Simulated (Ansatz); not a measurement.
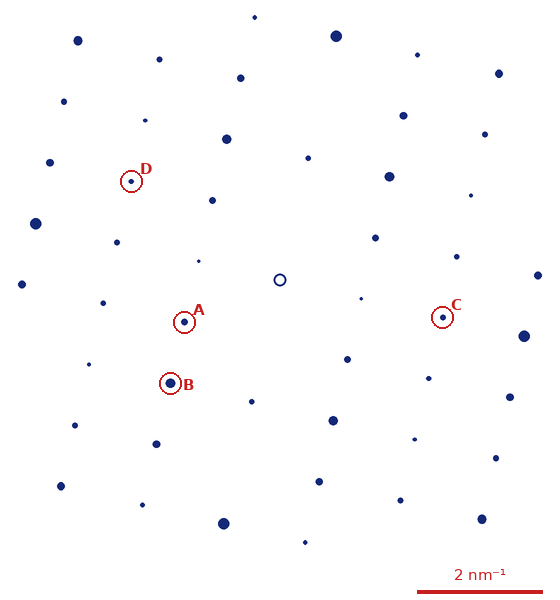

Computed electron diffraction pattern, 200 kV, single scattering only, B = 0.3 Å². The zone axis points towards the electron source and the pattern is seen from the source side.

YbTaZnSe3, space group Cmcm (No. 63), a = 3.47 Å, b = 14.90 Å, c = 9.95 Å. Structure: the geometry relaxed with DFT, PAW plane waves, r2scan (Ansatz 0.2.0); the starting structure was generated, so it need not be a known form of this composition.

```json
{"atom": "Yb", "site": "4a", "symmetry": "2/m..", "x": "0.0000", "y": "0.0000", "z": "0.0000"}
{"atom": "Ta", "site": "4c", "symmetry": "m2m", "x": "0.5000", "y": "0.2908", "z": "0.2500"}
{"atom": "Se", "site": "8f", "symmetry": "m..", "x": "0.0000", "y": "0.3474", "z": "0.0694"}
{"atom": "Se", "site": "4c", "symmetry": "m2m", "x": "0.0000", "y": "0.1600", "z": "0.2500"}
{"atom": "Zn", "site": "4c", "symmetry": "m2m", "x": "0.0000", "y": "0.4727", "z": "0.2500"}
```

Spot A is indexed 0 -2 -1 and spot B 0 -2 -2.

Give hkl for C, D.

Answer. C = −4A + 2B = 0 4 0 (d = 3.725 Å). D = 5A − 3B = 0 -4 1 (d = 3.488 Å).

Give [uvw].

Answer. The cross product of A and B is parallel to [100]; every spot obeys hu + kv + lw = 0.
